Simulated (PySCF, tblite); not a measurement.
**C₅H₃ClFO radical: geometry, infrared bands and EPR parameters**

What infrared bands and EPR parameters should C₅H₃ClFO radical (`C=C1OC(Cl)=C[C]1F`) show?

Computed with tblite 0.8.0 and PySCF 2.14.0, with density-fitted response routines of our own, on a single molecule in the gas phase. Atoms count from 0, in the outputs and in this text.

### 1 The molecule as given

11 atoms, charge 0, multiplicity 2; geometry from: force field or distance geometry start.

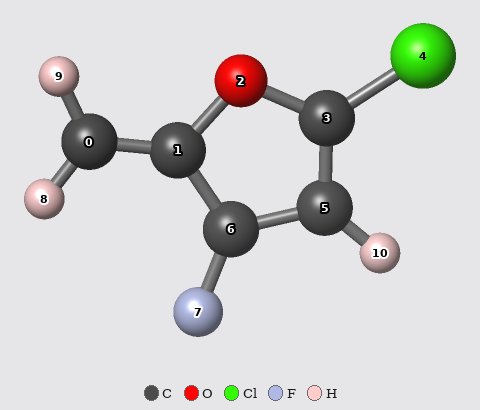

The starting geometry (carbon dark grey, oxygen red, chlorine green, fluorine light blue, hydrogen pink), atoms numbered; sticks join atoms by distance.

### 2 Geometry optimisation with GFN2-xTB

Job settings and geometry (Å):

```
{"job": {"kind": "relax", "xc": "GFN2-xTB", "basis": "xTB"}, "charge": 0, "multiplicity": 2}
C     -1.927200     0.744300    -0.179400
C     -0.669800     0.365400    -0.080500
O      0.439500     1.219800    -0.068700
C      1.583100     0.422300     0.053400
Cl     3.151600     1.078200     0.112500
C      1.305600    -0.892900     0.145800
C     -0.111700    -0.950100     0.062800
F     -0.817200    -2.081100     0.116900
H     -2.740400     0.022000    -0.169800
H     -2.192500     1.796000    -0.272300
H      1.984500    -1.721200     0.253200
```

The run is started by

```console
$ OMP_NUM_THREADS=1 python probes_run.py task.json out
```

The driver reads the jobs from task.json and runs them one after another.

Standard output:

```text
step      E/eV     max force
  0    -694.22508    3.241
  1    -694.32824    1.953
  2    -694.37057    0.562
  3    -694.38374    0.416
  4    -694.39776    0.380
  5    -694.40830    0.340
  6    -694.41532    0.315
  7    -694.42099    0.209
  8    -694.42514    0.186
  9    -694.42767    0.132
 10    -694.42891    0.100
 11    -694.42959    0.089
 12    -694.43008    0.085
 13    -694.43058    0.065
 14    -694.43109    0.066
 15    -694.43145    0.058
 16    -694.43168    0.055
 17    -694.43189    0.046
 18    -694.43218    0.055
 19    -694.43255    0.064
 20    -694.43286    0.051
 21    -694.43304    0.029
 22    -694.43312    0.026
 23    -694.43316    0.019
 24    -694.43318    0.015
 25    -694.43320    0.014
 26    -694.43321    0.011
 27    -694.43322    0.012
 28    -694.43323    0.009
```

Wall time 0.16 s (1 thread of Arm Neoverse V1, shared host).

Along the way:

| step | energy from step 0 (eV) | largest force (eV/Å) |
| --- | --- | --- |
| 0 | 0.0000 | 3.2411 |
| 1 | -0.1032 | 1.9527 |
| 2 | -0.1455 | 0.5621 |
| 3 | -0.1587 | 0.4158 |
| 4 | -0.1727 | 0.3804 |
| 5 | -0.1832 | 0.3397 |
| 6 | -0.1902 | 0.3154 |
| 7 | -0.1959 | 0.2090 |
| 8 | -0.2001 | 0.1859 |
| 9 | -0.2026 | 0.1319 |
| 10 | -0.2038 | 0.1000 |
| 11 | -0.2045 | 0.0893 |
| 12 | -0.2050 | 0.0847 |
| 13 | -0.2055 | 0.0652 |
| 14 | -0.2060 | 0.0656 |
| 15 | -0.2064 | 0.0583 |
| 16 | -0.2066 | 0.0553 |
| 17 | -0.2068 | 0.0463 |
| 18 | -0.2071 | 0.0546 |
| 19 | -0.2075 | 0.0635 |
| 20 | -0.2078 | 0.0514 |
| 21 | -0.2080 | 0.0287 |
| 22 | -0.2080 | 0.0261 |
| 23 | -0.2081 | 0.0191 |
| 24 | -0.2081 | 0.0151 |
| 25 | -0.2081 | 0.0140 |
| 26 | -0.2081 | 0.0108 |
| 27 | -0.2081 | 0.0117 |
| 28 | -0.2081 | 0.0089 |

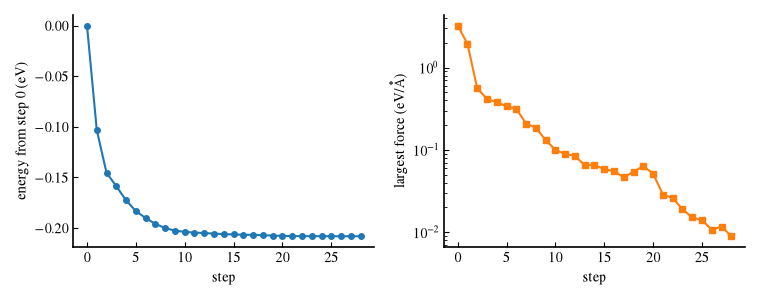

Energy and largest force along the relaxation.

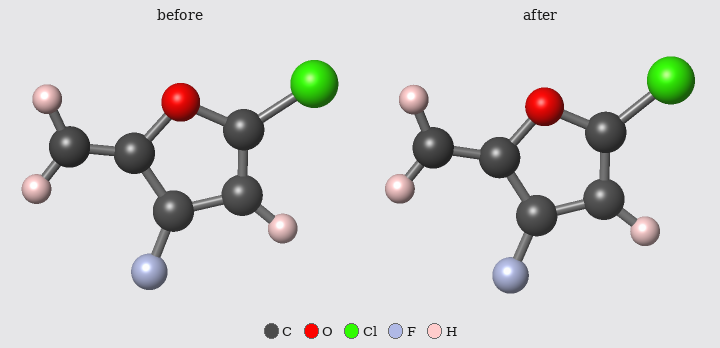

Before and after, at one scale.

Close pairs (by a distance rule), those that changed most:

| bond | before (Å) | after (Å) | change (Å) |
| --- | --- | --- | --- |
| O2–C3 | 1.400 | 1.349 | -0.050 |
| C0–C1 | 1.317 | 1.359 | +0.042 |
| C3–C5 | 1.347 | 1.376 | +0.029 |
| C5–C6 | 1.421 | 1.394 | -0.027 |
| C1–O2 | 1.400 | 1.376 | -0.024 |
| C1–C6 | 1.436 | 1.420 | -0.017 |
| C0–H9 | 1.089 | 1.072 | -0.017 |
| C0–H8 | 1.088 | 1.072 | -0.016 |

The next job starts from the end point, and lists it.

### 3 Harmonic vibrations with GFN2-xTB

Job settings and geometry (Å):

```
{"job": {"kind": "ir", "xc": "GFN2-xTB", "basis": "xTB"}, "charge": 0, "multiplicity": 2}
C     -1.904938     0.766555    -0.178319
C     -0.627759     0.315678    -0.065049
O      0.452898     1.167437    -0.065645
C      1.566850     0.416379     0.060793
Cl     3.052393     1.216150     0.088266
C      1.279886    -0.926472     0.148142
C     -0.109640    -0.999088     0.069027
F     -0.852088    -2.105561     0.109452
H     -2.718370     0.068052    -0.173059
H     -2.110613     1.814443    -0.272956
H      1.976807    -1.730902     0.253383
```

Standard output:

```text
mode    cm-1     km/mol
  1     142.1      0.43
  2     206.0      4.47
  3     214.1      0.28
  4     243.8      3.08
  5     333.0      1.64
  6     422.5      4.09
  7     464.6      4.15
  8     518.2      0.43
  9     593.1      4.58
 10     593.8      1.68
 11     613.6      1.19
 12     739.3     49.40
 13     811.5     18.32
 14     815.3     12.41
 15     907.3     25.08
 16     922.5      3.30
 17    1057.6     19.43
 18    1128.5     69.74
 19    1196.6     53.05
 20    1287.3     10.27
 21    1360.8     14.39
 22    1465.0    148.23
 23    1480.1     22.16
 24    1548.6     75.99
 25    3147.4      3.24
 26    3195.0      4.13
 27    3201.5      1.23
```

Run time: 0.31 s. Hardware: 1 thread of Arm Neoverse V1, shared host.

The strongest bands and the atoms that carry them (share of the mass-weighted mode):

| cm⁻¹ | km/mol | atoms |
| --- | --- | --- |
| 739 | 49.4 | H9 42 %, H8 34 %, C0 23 % |
| 907 | 25.1 | C5 35 %, O2 31 %, C3 20 % |
| 1058 | 19.4 | H10 61 %, C3 16 %, O2 10 % |
| 1128 | 69.7 | C1 28 %, O2 22 %, C6 15 % |
| 1197 | 53.0 | C3 48 %, O2 19 %, H10 12 % |
| 1465 | 148.2 | C5 31 %, C3 31 %, C6 17 % |
| 1480 | 22.2 | C6 45 %, C3 20 %, C5 18 % |
| 1549 | 76.0 | C1 52 %, C0 26 %, C6 13 % |

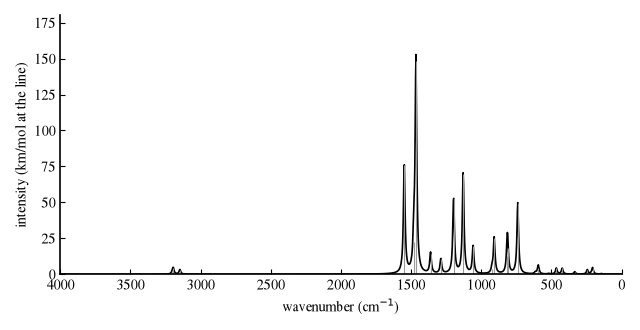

The infrared spectrum from these modes, unscaled. Lines are broadened to a width of 14 cm⁻¹ (Lorentzian).

### 4 EPR parameters: B3LYP/pcH-1

Same as in step 3 but for these lines:

```diff
@@ -1,2 +1,2 @@
-{"job": {"kind": "ir", "xc": "GFN2-xTB", "basis": "xTB"}, "charge": 0, "multiplicity": 2}
+{"job": {"kind": "epr", "basis": "pcH-1"}, "charge": 0, "multiplicity": 2}
 C     -1.904938     0.766555    -0.178319
```

With the program's defaults for keys left out, this is: UKS B3LYP, pcH-1 on C Cl F H O, non-relativistic, mean-field spin-orbit, GIAO.

Standard output:

```text
UKS, coarse grid
  cycle   1  E = -827.43287360  |g| = 5.36e-01
  cycle   2  E = -827.23028909  |g| = 8.85e-01
  cycle   3  E = -827.53635945  |g| = 9.96e-02
  cycle   4  E = -827.54017496  |g| = 5.99e-02
  cycle   5  E = -827.54205769  |g| = 1.53e-02
  cycle   6  E = -827.54222117  |g| = 8.62e-03
  cycle   7  E = -827.54228253  |g| = 5.15e-03
  cycle   8  E = -827.54230430  |g| = 1.90e-03
  cycle   9  E = -827.54230715  |g| = 8.90e-04
UKS, final grid
  cycle   1  E = -827.54235139  |g| = 1.42e-03
  cycle   2  E = -827.54235009  |g| = 2.39e-03
  cycle   3  E = -827.54235214  |g| = 1.88e-04
  cycle   4  E = -827.54235215  |g| = 3.64e-05
  cycle   5  E = -827.54235215  |g| = 2.87e-05
E = -827.54235215 Eh   <S^2> = 0.7780 (exact 0.7500)
g shifts (ppm)      1          2          3
  rmc          -186       -186       -186
  gc              7         40         48
  oz_so        -315       1981       2885
  total        -494       1836       2747
hyperfine (MHz)  atom isotope    a_iso     a_fc   dipolar eigenvalues
    0   13C      47.95      48.05    -47.32    -46.32     93.64
    1   13C     -42.64     -42.64    -23.30      9.06     14.24
    2   17O      -2.38      -2.33     -9.66      3.81      5.85
    3   13C      40.24      40.04    -33.86    -31.95     65.81
    4  35Cl       2.42       2.55    -12.16     -6.86     19.02
    5   13C     -29.20     -29.21    -16.99      8.29      8.70
    6   13C      42.41      42.39    -35.23    -34.17     69.40
    7   19F      59.18      59.21   -107.35    -83.34    190.69
    8    1H     -37.42     -37.42    -21.22     -0.70     21.92
    9    1H     -38.21     -38.21    -22.44     -0.16     22.59
   10    1H       6.75       6.75     -3.02     -0.00      3.02
```

It took 60 s on 1 thread of Arm Neoverse V1, shared host; peak memory 0.92 GiB.

Principal g values 2.00183, 2.00415, 2.00507; g(iso) = 2.00368, against 2.00232 for a free electron.

Hyperfine couplings, nucleus by nucleus at this fixed geometry (no averaging over rotations):

| nuclei | isotope | a(iso) (MHz) | a(iso) (G, at g = 2.0023) | largest dipolar term (MHz) |
| --- | --- | --- | --- | --- |
| F7 | 19F | 59.2 | 21.1 | 190.7 |
| C0 | 13C | 48.0 | 17.1 | 93.6 |
| C1 | 13C | -42.6 | -15.2 | -23.3 |
| C6 | 13C | 42.4 | 15.1 | 69.4 |
| C3 | 13C | 40.2 | 14.4 | 65.8 |
| H9 | 1H | -38.2 | -13.6 | 22.6 |
| H8 | 1H | -37.4 | -13.4 | 21.9 |
| C5 | 13C | -29.2 | -10.4 | -17.0 |
| H10 | 1H | 6.8 | 2.4 | 3.0 |
| Cl4 | 35Cl | 2.4 | 0.9 | 19.0 |
| O2 | 17O | -2.4 | -0.8 | -9.7 |

Mulliken spin populations:

| atom | value (e) |
| --- | --- |
| C0 | 0.63 |
| C1 | -0.19 |
| O2 | 0.02 |
| C3 | 0.32 |
| Cl4 | 0.03 |
| C5 | -0.14 |
| C6 | 0.36 |
| F7 | 0.02 |
| H8 | -0.03 |
| H9 | -0.03 |
| H10 | 0.00 |

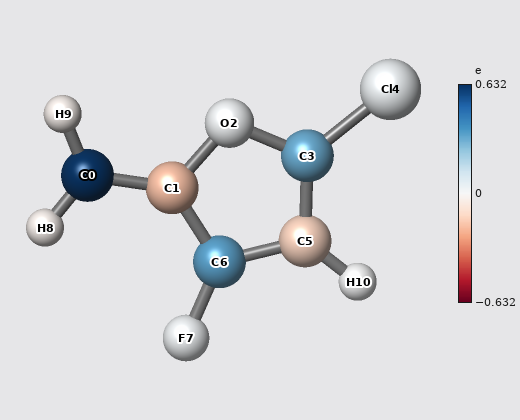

Mulliken spin populations, as colours on the atoms.

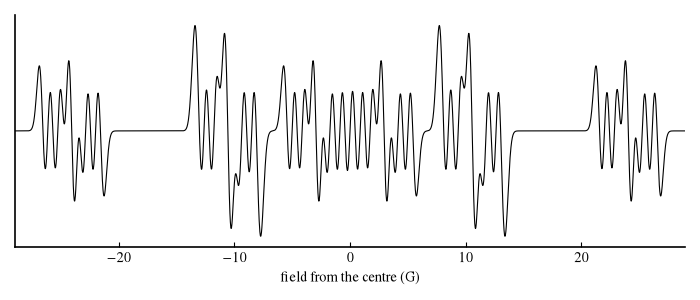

First-order isotropic spectrum (first derivative, main isotopes with spin only, couplings over 0.8 MHz, Gaussian width 0.3 G; couplings of the frozen geometry, rotation of groups not averaged beyond the rows shown).

Orbitals, density, ELF and potential are computed afterwards from the orbital file.

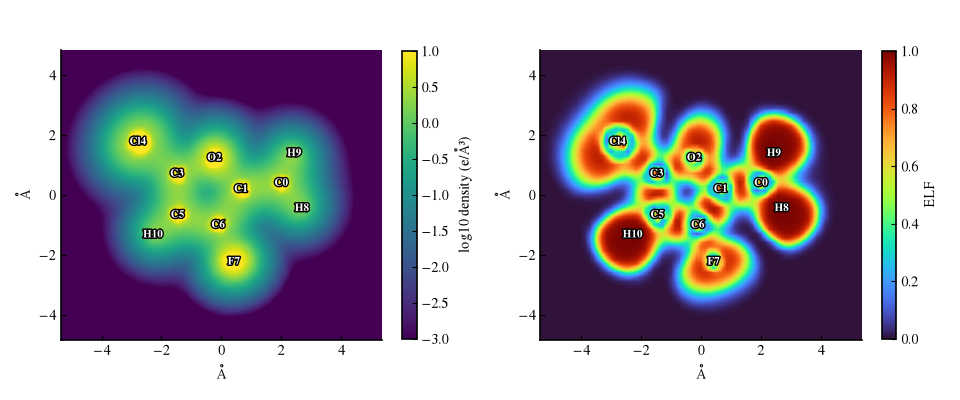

Density (left) and ELF (right) in a plane through or near 11 of the atoms.

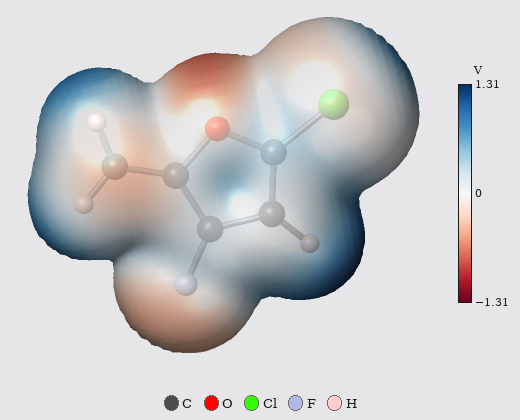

Electrostatic potential on the surface of density 0.002 e/bohr³; red is low, blue high. It runs from -0.68 V near O2 to 1.31 V near H10.

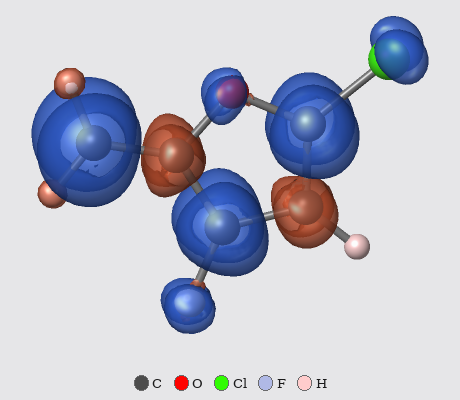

Spin density at ±0.02 e/Å³ (alpha excess blue, beta excess red).

### 5 Results

```
                                 quantity                  value
strongest single infrared mode (GFN2-xTB)  1465 cm⁻¹, 148 km/mol
             zero-point energy (GFN2-xTB)          40.9 kcal/mol
                           g(iso) (B3LYP)                2.00368
                                     ⟨S²⟩     0.778 (exact 0.75)
                           largest a(iso)    19F on F7, 59.2 MHz
    surface potential, least and greatest     -0.68 V and 1.31 V
```

In words: Relaxing lowered the energy by 0.208 eV in 28 steps; the close pair that moved most is O2–C3, from 1.400 to 1.349 Å. All 27 modes are real, so the xTB geometry is a minimum. The strongest single mode, at 1465 cm⁻¹, is carried by C5, C3, C6. Unscaled tight-binding wavenumbers are off by several per cent, some by more. Its intensities can rank the bands wrongly. C0 carries the largest spin population, 0.63 e. The isotropic g lies 1.4 ppt above the free-electron value.
